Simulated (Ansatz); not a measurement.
## Computed generalised stacking-fault energy along a line: MgS (rock salt)

Generalised stacking fault of MgS (rock salt) on the {110} plane. The cell below holds the perfect crystal with the plane normal along z; tilting its third vector by the shift puts one fault into each cell, between planes 1.85 Å apart, at fixed cell height.

```yaml
crystal:
  lattice:
    - [3.69795, 0.00000, 0.00000]
    - [0.00000, 5.22970, 0.00000]
    - [1.84898, 2.61485, 5.54693]
  atoms:
    - { symbol: S, position: [0.00000, 0.00000, 0.83333] }
    - { symbol: S, position: [0.33333, 0.33333, 0.16667] }
    - { symbol: S, position: [0.66667, 0.66667, 0.50000] }
    - { symbol: Mg, position: [0.00000, 0.50000, 0.83333] }
    - { symbol: Mg, position: [0.33333, 0.83333, 0.16667] }
    - { symbol: Mg, position: [0.66667, 0.16667, 0.50000] }
```

In-plane vectors a = (3.698, 0.000) Å, b = (0.000, 5.230) Å, area 19.34 Å². The shift is s times the vector b (length 5.230 Å), so s = 1 restores the start. Atoms relax along the normal only. γ = [E(shift) − E(0)] / area.

Level of theory: PBE (plane waves to 420 eV, PAW, scalar-relativistic; Ansatz, an electronic-structure program). k mesh 8×8×8 (Γ-centred), Fermi-Dirac smearing 0.05 eV. E is the zero-smearing estimate. Compression counts positive. As the smearing reaches across the gap at some points, the k mesh leaves noise in γ, roughly 0.02 J/m² as judged from a few cases. Faults lie only 5.5 Å apart, and holding the cell height raises γ above its relaxed value. MgS was relaxed with its symmetry unable to fall. The zero of γ is zero shift.

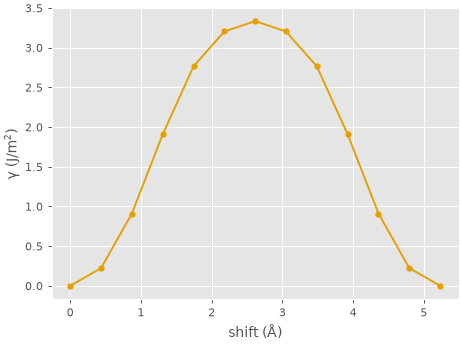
γ (J/m²) against shift (Å); computed points joined by lines (the last repeats the first, one period on).

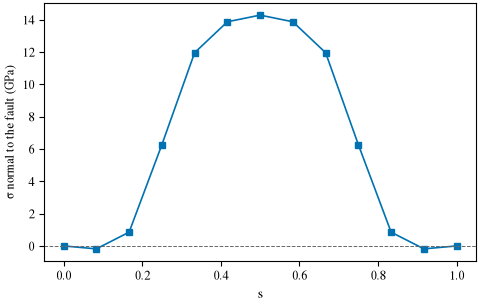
*σ normal to the fault (GPa) against s; one marker a computed point (the last repeats the first, one period on).*

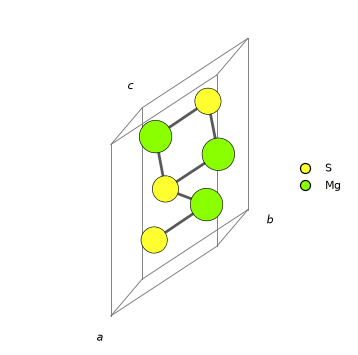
Fig. 1. The cell of the calculation at s = 0.500.

The highest computed γ on the line is 3.33 J/m² and the steepest slope dγ/d(shift) before the first maximum (spline) is 24 GPa. Position of the highest point: s = 0.500. Local minima between the ends: no computed point is one.

A slope of 1 mJ/m² per Å is 0.01 GPa.

(The slope of γ gives the shear force per area between the displaced halves; near zero shift its curvature is an elastic stiffness.)
